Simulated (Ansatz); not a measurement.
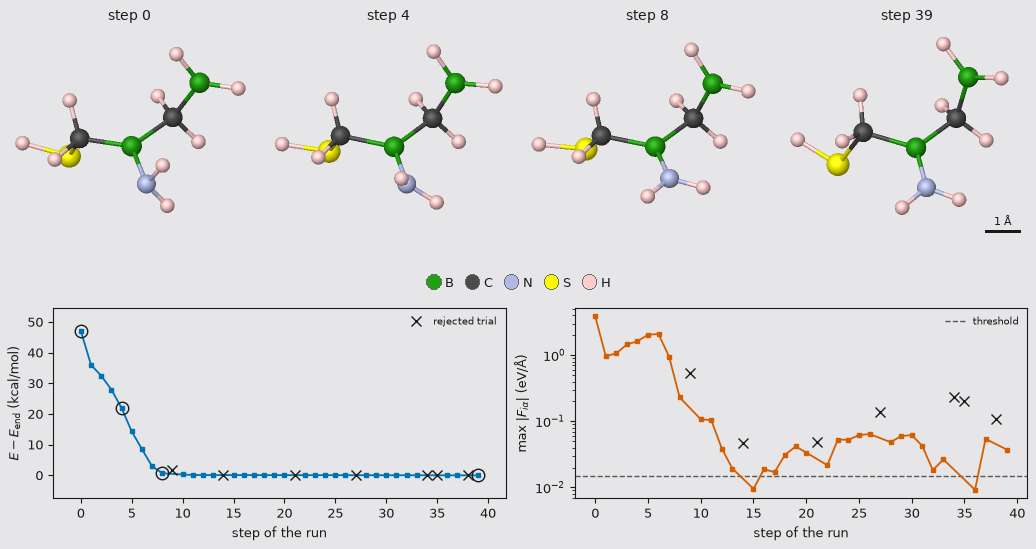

Frames of a relaxation of C₂H₉B₂NS, marked on the history of the run. Style: ball-and-stick. Shown from a free direction.

The run prepares an end point of a later path (torsion) calculation, from a guessed geometry.

Computed with RKS BHLYP/6-31G (Ansatz). Settings: no spin polarisation; force threshold 0.015 eV/Å; at most 40 steps.

### What happens along the run?

The relaxation stopped without meeting its thresholds, so the last structure isn't shown to be converged. It used up its limit of 40 steps. An H atom moves most after the best rigid fit: 1.77 Å. Largest moves by element: H 1.77 Å, S 0.55 Å, N 0.38 Å, C 0.31 Å, B 0.30 Å. Some distances before and after: B–N 1.544 → 1.396 Å, B–C 1.616 → 1.549 Å, C–H 1.150 → 1.086 Å, C–S 1.841 → 1.905 Å. Among the angles between lasting bonds that change: B–N–H 104.5° → 122.9°, B–N–H 110.0° → 122.8°, H–B–H 123.7° → 117.4°. Groups turn about B–C by about 30°, B–C by about 25°. After 32 accepted moves (39 points after the start) the energy has fallen by 47.1 kcal/mol. Largest force component: 3.9 eV/Å at the start, 0.037 eV/Å at the end. The line search rejected the trial steps at points 9, 14, 21, 27, 34, 35, 38 of the run. The forces were under the threshold at step 15, but the run went on from there. Cost: 4.2 min on 1 thread of Arm Neoverse V1, with other jobs on the host, peak memory 0.19 GiB. From step 0 to 4: an H atom moves most (0.71 Å), energy −25.1 kcal/mol. From step 4 to 8: an H atom moves most (0.74 Å), energy −21.2 kcal/mol. From step 8 to 39: the S atom moves most (0.61 Å), energy −0.71 kcal/mol.
